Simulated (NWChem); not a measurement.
# UTPSS-D3(BJ)/pc-0 run of SiH3 (silyl radical)

What is the energy change on altering one bond length of SiH3 (silyl radical) at UTPSS-D3(BJ)/pc-0? 

The results are computed with NWChem 7.3.0.

### 1 The system as given

SiH3: 4 atoms, total charge 0, spin state doublet. As SMILES, `[SiH3]`. Geometry: relaxed at GFN2-xTB.

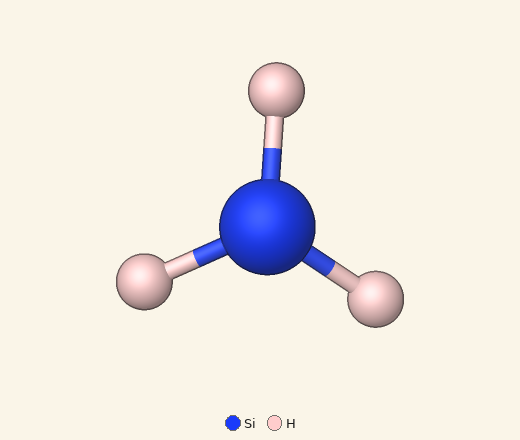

The structure, seen from a chosen angle (silicon blue, hydrogen pink).

### 2 The energy at UTPSS-D3(BJ)/pc-0

Input file h3si.nw:

```
start h3si
memory total 2200 mb
charge 0
geometry units angstrom noautoz
   Si       0.206560      -0.018900      -0.115090
   H        0.587110       0.661780       1.105640
   H       -0.194960      -1.401590       0.043390
   H       -0.598710       0.758710      -1.033940
end
basis spherical bse
   * library pc-0
end
dft
   xc xtpss03 ctpss03
   mult 2
   disp vdw 4
   grid coarse
   direct
   maxiter 200
end
task dft energy
```

On the command line:

```
$ nwchem h3si.nw > h3si.out
```

Standard output:

```text
[...]
 Group name             C3
[...]
          Wavefunction type:  spin polarized.
          No. of atoms     :     4
          No. of electrons :    17
[...]
          Charge           :     0
          Spin multiplicity:     2
[...]
          AO basis - number of functions:    19
[...]
              XC Information
              --------------
                  TPSS metaGGA Exchange Functional  1.000
             TPSS03 metaGGA Correlation Functional  1.000
[...]
 d= 0,ls=0.0,diis     1   -291.0876032611 -3.07D+02  1.16D-02  5.08D-02     0.1
[...]
 d= 0,ls=0.0,diis     7   -291.1021330888 -1.02D-08  2.96D-07  7.31D-12     0.4
[...]
         Total DFT energy =     -291.102133088820
      One electron energy =     -434.070496024141
           Coulomb energy =      148.968609598604
    Exchange-Corr. energy =      -21.991366247383
 Nuclear repulsion energy =       15.992870806128
    Dispersion correction =       -0.001751222029
[...]
      <S2> =      0.7521 (Exact =     0.7500)
[...]
```

Wall time 0.95 s (1 thread of AMD EPYC 7B13 (Zen 3), shared host); peak memory 0.11 GiB.

### 3 The distorted shape at the same level

Input file struct.nw:

```
start struct
title "H3Si"
memory total 2200 mb

geometry noautoz
Si       0.246712       0.119369      -0.130938
H        0.627262       0.800049       1.089792
H       -0.194960      -1.401590       0.043390
H       -0.558558       0.896979      -1.049788
end

basis spherical bse
* library pc-0
end

dft
xc xtpss03 ctpss03
mult 2
disp vdw 4
grid coarse
direct
iterations 200
end

task dft energy
```

On the command line:

```
$ nwchem struct.nw > struct.out
```

Standard output:

```text
[...]
          Wavefunction type:  spin polarized.
          No. of atoms     :     4
          No. of electrons :    17
[...]
          Charge           :     0
          Spin multiplicity:     2
[...]
          AO basis - number of functions:    19
[...]
              XC Information
              --------------
                  TPSS metaGGA Exchange Functional  1.000
             TPSS03 metaGGA Correlation Functional  1.000
[...]
 d= 0,ls=0.0,diis     1   -291.0852379472 -3.07D+02  1.24D-02  5.07D-02     0.2
[...]
 d= 0,ls=0.0,diis     7   -291.1001906253 -9.60D-08  4.01D-06  1.48D-09     0.8
[...]
         Total DFT energy =     -291.100190625257
      One electron energy =     -433.064034401072
           Coulomb energy =      148.415477028353
    Exchange-Corr. energy =      -21.957017357134
 Nuclear repulsion energy =       15.507136053715
    Dispersion correction =       -0.001751949120
[...]
      <S2> =      0.7522 (Exact =     0.7500)
[...]
```

It took 1.3 s on 1 thread of AMD EPYC 7B13 (Zen 3), shared host; peak memory 0.11 GiB.

### 4 Results

At UTPSS-D3(BJ)/pc-0:

| quantity | value |
| --- | --- |
| first shape: total energy | -291.10213 Eh |
| first shape: dipole moment | 0.08 D |
| first shape: HOMO energy (highest over α and β) | -5.17 eV |
| first shape: LUMO energy (lowest over α and β) | -3.15 eV |
| first shape: dispersion energy | -4.60 kJ/mol |
| first shape: ⟨S²⟩ | 0.752 |
| distorted shape: total energy | -291.10019 Eh |
| distorted shape: dipole moment | 0.20 D |
| distorted shape: HOMO energy (highest over α and β) | -5.22 eV |
| distorted shape: LUMO energy (lowest over α and β) | -3.19 eV |
| distorted shape: dispersion energy | -4.60 kJ/mol |
| distorted shape: ⟨S²⟩ | 0.752 |
| energy change with the Si1–H3 bond stretched from 1.448 to 1.593 Å | 0.053 eV |

With the Si1–H3 bond stretched from 1.448 to 1.593 Å the energy rises by 0.05 eV (1.2 kcal/mol). The first shape isn't relaxed at this level, so the change isn't measured from a minimum.
